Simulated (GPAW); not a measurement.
Band structure of Al₂Au (Fm-3m, 3 atoms in the cell).

```
CELL_PARAMETERS angstrom
      0.00000     3.02966     3.02966
      3.02966     0.00000     3.02966
      3.02966     3.02966     0.00000
ATOMIC_POSITIONS crystal
  Al 0.25000 0.25000 0.25000
  Al 0.75000 0.75000 0.75000
  Au 0.00000 0.00000 0.00000
```

Level of theory: PBE, GPAW PAW datasets PBE (gpaw-data 1.0.1) (plane waves; GPAW).

Settings: mode = pw; ecut = 600 eV; xc = PBE; kpts = 6 6 6; mesh shift (steps) = 0 0 0; occupations.name = fermi-dirac; occupations.width = 0.1 eV; nbands = -7; convergence.forces = 0.001 eV/Å; symmetry.symmorphic = false; symmetry.tolerance = 0.0005; maxiter = 150; bandpath_npoints = 40.

The starting cell comes from a database of computed structures (which also holds hypothetical and non-ambient phases and stackings), without a prior relaxation at this level. Its lattice was rescaled by a random factor within 2.5 % of one. Spin-orbit coupling is off.

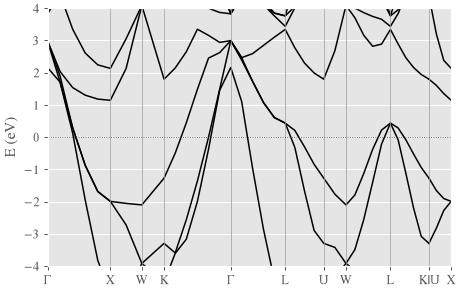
*Bands along the path, energies from the Fermi level.*

Levels in eV from the Fermi level, bands 6 to 12:
```
point      6      7      8      9    10    11    12
-----  -----  -----  -----  -----  ----  ----  ----
Γ      -5.48   2.16   2.99   2.99  2.99  3.83  3.83
X      -5.20  -4.87  -1.99  -1.99  1.14  2.13  7.82
W      -5.05  -3.92  -3.92  -2.10  4.09  4.09  5.22
K      -5.39  -4.50  -3.30  -1.27  1.80  4.38  6.06
L      -5.37  -5.28   0.43   0.43  3.34  3.44  3.76
U      -5.39  -4.50  -3.30  -1.27  1.80  4.38  6.06
```

Bands cross the Fermi level along this path, so the cell is metallic at this level.
